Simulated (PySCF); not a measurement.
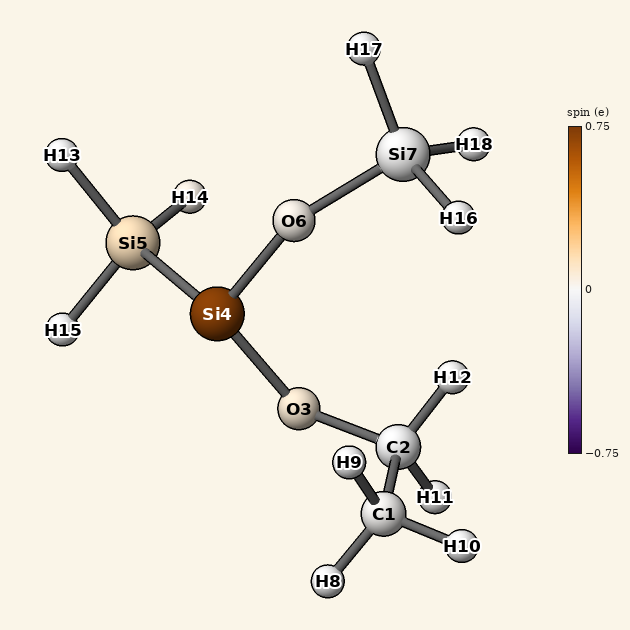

Atoms are coloured by their Mulliken spin populations. Charge 0, doublet. Computed geometry: GFN2-xTB optimisation. No frequency run is at hand to confirm it as a minimum. Properties computed with UKS B3LYP, pcH-1 on C H O Si, non-relativistic (PySCF 2.14.0).

List the Mulliken spin populations.

```
atom  value (e)
  C1       0.01
  C2      −0.01
  O3       0.08
 Si4       0.71
 Si5       0.13
  O6       0.03
 Si7       0.00
  H8       0.00
  H9       0.00
 H10       0.00
 H11       0.00
 H12       0.00
 H13       0.00
 H14       0.04
 H15       0.00
 H16       0.00
 H17       0.00
 H18       0.01
```

Mulliken values depend strongly on the basis set. The geometry is semi-empirical. Around Si such bond lengths and angles can be off by a tenth of an ångström or more and by several degrees, and values that hang on the shape move with them.
